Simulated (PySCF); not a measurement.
# C2H5Cl (Ethyl chloride): the cost of one run

Computed with PySCF 2.14.0, with density-fitted response routines of our own, on a single molecule in the gas phase. Atoms are numbered from 0 throughout.

## Step 1: Starting geometry

8 atoms, charge 0, multiplicity 1; geometry from: GFN2-xTB.

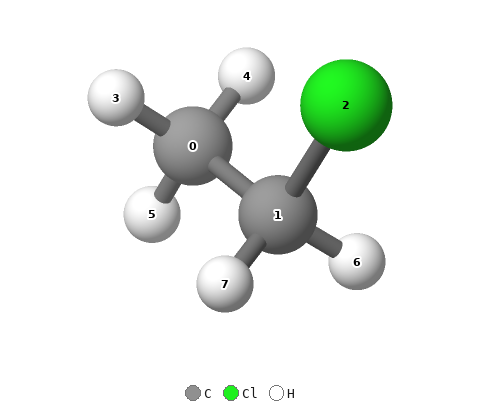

The starting geometry (carbon grey, chlorine green, hydrogen white), atoms numbered.

## Step 2: Geometry optimisation at PBE0-D3(BJ)/def2-SVP

The job: settings as JSON, then the geometry in Å.

```
{"job": {"xc": "PBE0", "basis": "def2-SVP", "d3": "d3bj", "grid": 1, "kind": "geom"}, "charge": 0, "multiplicity": 1}
C     -0.796986     0.041376    -0.042231
C      0.699432    -0.191177    -0.016036
Cl     1.559180     1.295443     0.483938
H     -1.156363     0.328988     0.942472
H     -1.051153     0.828643    -0.747576
H     -1.298248    -0.875567    -0.345049
H      1.081254    -0.454223    -1.002315
H      0.971943    -0.964070     0.702232
```

The run is started by

```console
> OMP_NUM_THREADS=1 python probes_run.py task.json out
```

The driver reads the jobs from task.json and runs them one after another.

Q: Estimate the wall time and peak memory of this first job on 1 thread of Arm Neoverse V2, shared host.

About 4 s, with a peak of 0.31 GiB.
